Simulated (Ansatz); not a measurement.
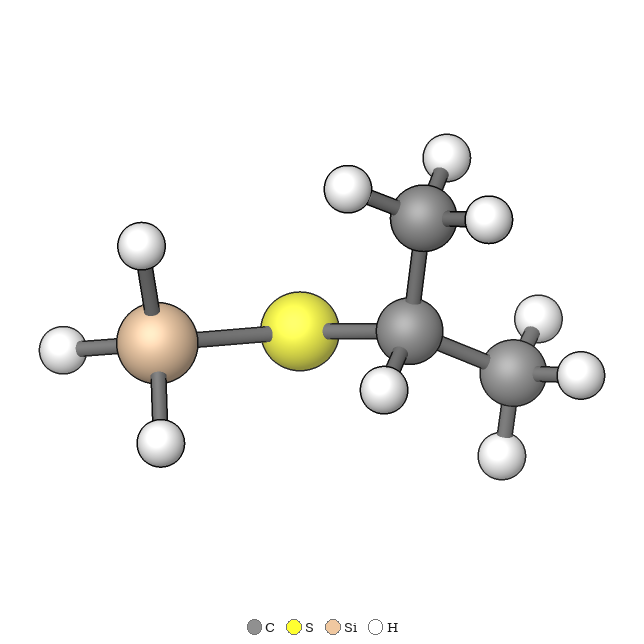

Computed geometry: PBE-D4/def2-SVP optimisation. No frequency run is at hand to confirm it as a minimum.

Draw it as a skeletal formula.

SMILES: CC(C)S[SiH3]

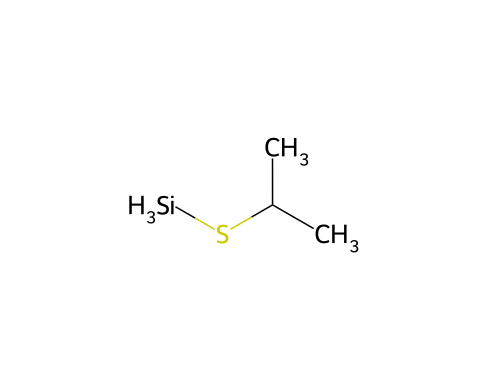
